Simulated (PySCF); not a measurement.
C3H6NSi, doublet, SMILES `[CH]1N=CC[SiH2]1`.

Computed with PySCF, PBE/6-31+G*, geometry: GFN2-xTB. No frequency check shows the geometry to be a minimum. GFN2-xTB doesn't know the spin state, so this open-shell geometry is rough.

Geometry (Å), atoms numbered from 1:

```
C1      -0.1235    1.3075    0.0001
N2      -1.3427    0.7750   -0.0001
C3      -1.3753   -0.5264   -0.0003
C4      -0.1087   -1.3200    0.0004
Si5      1.2511    0.0272   -0.0003
H6      -0.0775    2.3851    0.0015
H7      -2.3411   -1.0099   -0.0013
H8      -0.0950   -1.9768    0.8727
H9      -0.0954   -1.9784   -0.8692
H10      2.0684    0.0028   -1.2149
H11      2.0689    0.0050    1.2140
```

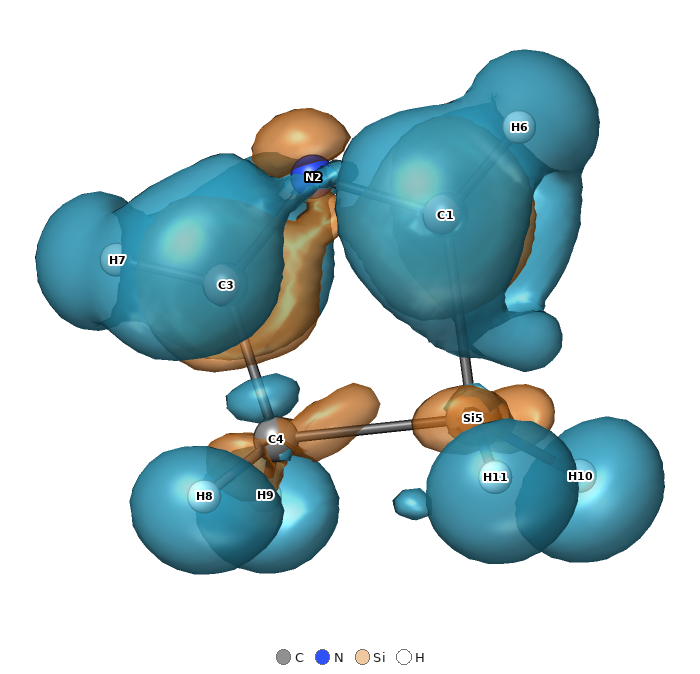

Fukui function f⁻ = ρ(N) − ρ(N−1) at fixed geometry, surfaces at ±0.015 e/Å³ (light blue positive, orange negative).

### On which atoms does the density change most on removal of an electron?

f⁻ (Hirshfeld-condensed) is largest on C1 (0.20), C3 (0.18) and Si5 (0.11); the vertical ionisation energy is 7.80 eV (to the singlet cation, which needn't be its lowest state). Condensed values hint at sites of electrophilic attack but needn't mark the atom that reacts. Shares this close don't rank the sites. Orbital relaxation makes it negative in places (0.19 e in all).

```tsv
atom	f⁻	charge
C1	+0.20	−0.07
N2	+0.09	−0.17
C3	+0.18	+0.04
C4	+0.04	−0.15
Si5	+0.11	+0.29
H6	+0.07	+0.04
H7	+0.07	+0.05
H8	+0.05	+0.05
H9	+0.05	+0.05
H10	+0.07	−0.06
H11	+0.07	−0.06
```
